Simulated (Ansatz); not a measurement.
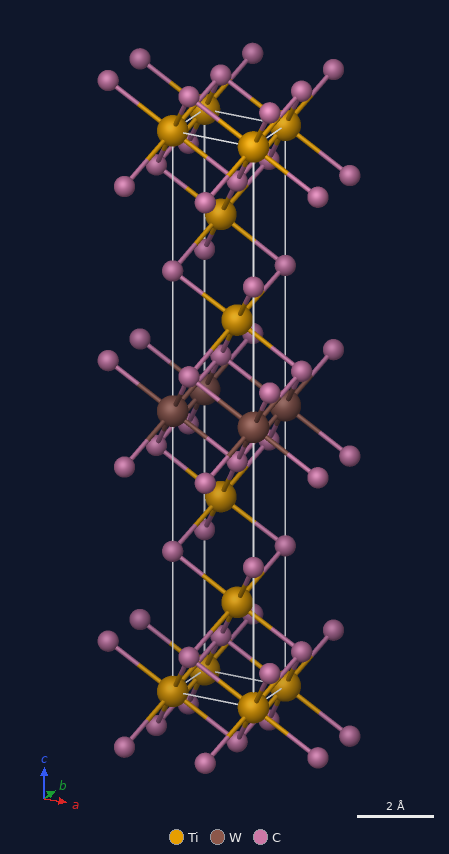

The crystal in a ball-and-stick representation, seen slightly off an axis. The conventional unit cell is drawn as a box. Some neighbours outside the box are added.

Ti₅WC₆, space group P-3m1 (No. 164), a = 3.063 Å, b = 3.063 Å, c = 15.072 Å, α = 90.00°, β = 90.00°, γ = 120.00°. The structure was taken from a structure type filled with these elements by a generator (whether the compound takes this form wasn't checked). Earlier steps of the study, as a rule a relaxation of our own, may have changed the cell and positions, so they can lie some per cent off the listed ones. A calculation with Ansatz used it as input.

This one geometry was computed with Ansatz (DFT, plane waves, PAW) at three levels of theory: PBE, r2SCAN and LDA.

> Which level gives the highest pressure at this volume, and what does that say about its equilibrium volume?

Highest: PBE (0.0 GPa), which points to the largest equilibrium volume. Lowest, with the smallest volume: LDA (-13.2 GPa). Levels within 0.5 GPa of each other can't be told apart.

> How does the band gap change with the level of theory?

All levels give a metal.

> Collect the results in a table.

| level | cutoff (eV) | k-mesh of the run's cell | gap (eV) | pressure (GPa) |
| --- | --- | --- | --- | --- |
| PBE | 420 | 12×12×4 | metal | 0.0 |
| r2SCAN | 500 | 12×12×4 | metal | -1.5 |
| LDA | 420 | 12×12×4 | metal | -13.2 |

Gaps are taken on the k-mesh or band path of each run.
